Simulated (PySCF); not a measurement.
C7H6O3 (SMILES O=C(O)[C@]12C=C[C@H](C=C1)O2)

```csv
atom,x (Å),y (Å),z (Å)
O,2.0255,0.1617,1.9565
C,1.8012,0.2456,0.7771
O,2.7326,0.5153,-0.1287
C,0.4355,0.0575,0.1835
C,-0.6441,1.0640,0.6313
C,-1.5738,0.9892,-0.3049
C,-1.0544,-0.0627,-1.2931
C,-1.1496,-1.3946,-0.5383
C,-0.2191,-1.3223,0.3973
O,0.3437,0.1799,-1.2288
H,3.5986,0.6309,0.2966
H,-0.5758,1.6362,1.5326
H,-2.5111,1.4972,-0.4003
H,-1.4274,-0.0295,-2.3107
H,-1.8605,-2.1641,-0.7582
H,0.0710,-1.9952,1.1768
```

Geometry: GFN2-xTB.

Theory: KT2/pcSseg-1, SCF density, in a acetonitrile solvent model, non-relativistic (PySCF).

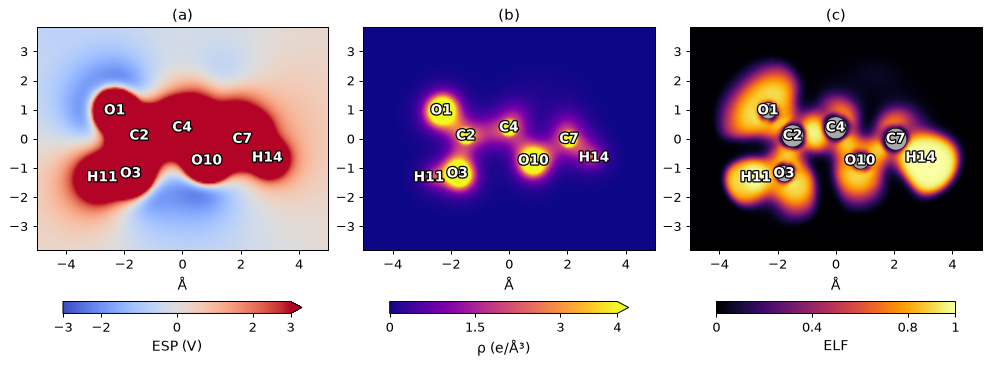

Figure 1. (a) electrostatic potential; (b) total electron density; (c) ELF on the plane of atoms C2, C4 and O10. Grey discs cover the atomic cores in the ELF map.

Interpret the plot.

Answer. Atoms in the plane: O, C and H. C–O (1.20 Å): ρ at the midpoint is about 3.3 e/Å³; the ELF peaks at about 0.85 between the atoms; a multiple bond. O–H (0.97 Å): ρ at the midpoint is about 3.7 e/Å³; the ELF climbs to about 1 towards the hydrogen, as it does in any bond to H; a covalent bond by its length. C–O (1.33 Å): the density is about 2.5 e/Å³ at the midpoint; the ELF peaks at about 0.85 between the atoms: a shared but strongly polarised pair. C–C (1.50 Å): ρ at the midpoint is about 1.8 e/Å³; the ELF peaks at about 0.95 between the atoms (a shared electron pair). C–H (1.08 Å): ρ is about 2.1 e/Å³ halfway; the ELF climbs to about 1 towards the hydrogen (a covalent bond by its length). The ELF also peaks beside O3, O10 and O1, away from the bonds: lone-pair regions. Outside the dense part of the molecule the potential is most negative (−2.2 V) near O10.

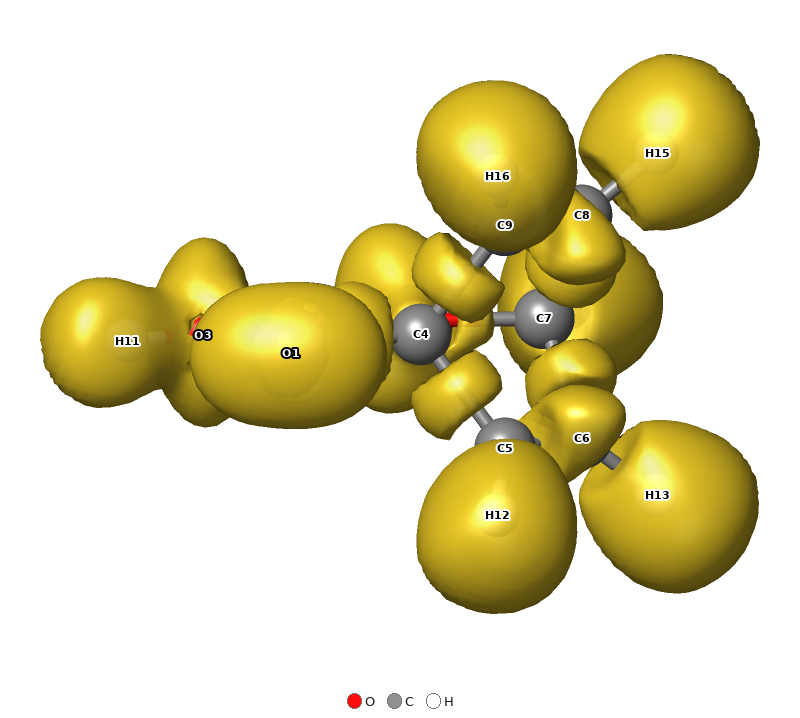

Figure 2. Isosurface of the ELF at 0.75 (yellow), seen at a tilt. Only the valence region is drawn (cores and ρ < 0.01 e/Å³ removed).

Where are the electrons localised?

Answer. At this value the surface marks out seven regions between bonded C–C atoms (shared pairs), five regions around hydrogen nuclei, two regions on O in which the atom's valence shell and bonds are merged and one joined region spread over several atoms (H, O), in which their bonds and any lone pairs are merged. Along the contacts the grid gives the following. C–C (1.32 Å): the ELF peaks at about 0.90 between the atoms; a short, multiple covalent bond.

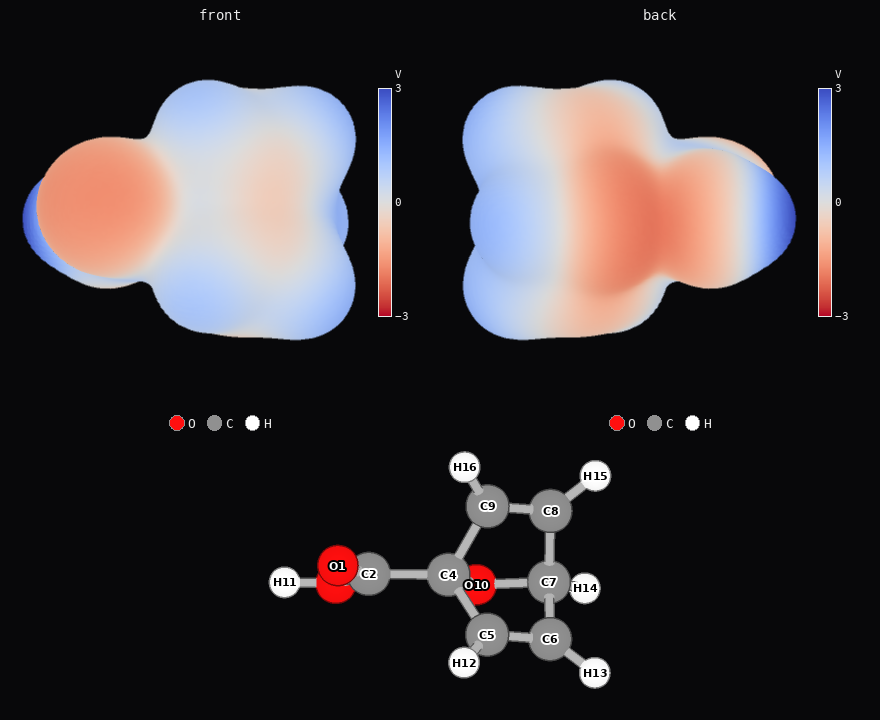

Figure 3. The electrostatic potential painted on the density surface at 0.002 e/bohr³, seen from the front and from behind; red is negative and blue positive. The bare structure is drawn below in the same view.

Which sites attract a positive test charge, and which a negative one?

Answer. A positive charge is drawn to the negative regions and a negative charge to the positive ones. The most negative region (about −1.9 V) lies over O3 and O10, the most positive (about +2.9 V) over H11.

What dipole moment does the calculation give?

Answer. Its dipole moment is 1.92 D.
